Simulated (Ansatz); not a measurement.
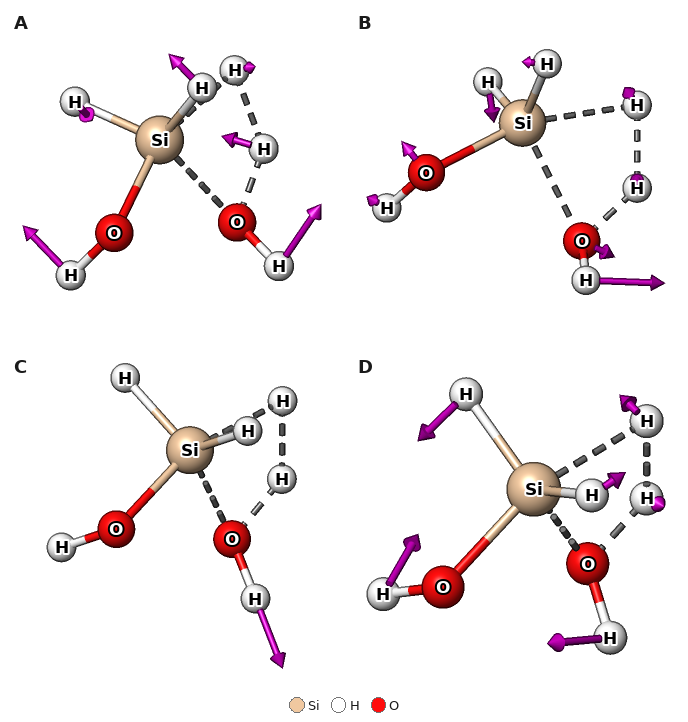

4 normal modes of one molecule or complex, as arrows. Broken sticks mark bonds that form or break. Harmonic vibrations computed with RKS PBE0-D4/def2-TZVP (Ansatz 0.2.0) at a stationary point of the same level. It is a saddle point of order 1.

Question: Match the panels to the wavenumbers 325 cm⁻¹, 511 cm⁻¹, 769 cm⁻¹, 3823 cm⁻¹.

Answer: A: 511 cm⁻¹
B: 325 cm⁻¹
C: 3823 cm⁻¹
D: 769 cm⁻¹
